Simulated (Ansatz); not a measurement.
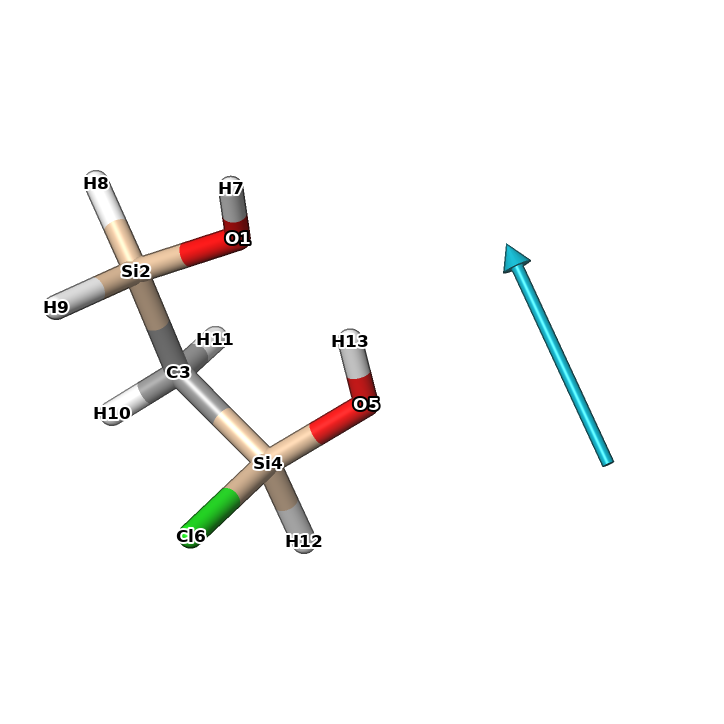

The arrow beside the molecule shows the direction of the dipole moment, from the negative to the positive end (its length means nothing). The computed structure is the end point of a PBE0-D4/def2-TZVP optimisation. No frequency run is at hand to confirm it as a minimum. Level of theory: RKS ωB97M-V/def2-TZVPP (Ansatz 0.2.0).

Q: How large is the dipole moment?

A: 3.12 D; it points from the side of H12 to the side of H8 (the outermost atoms at the two ends).
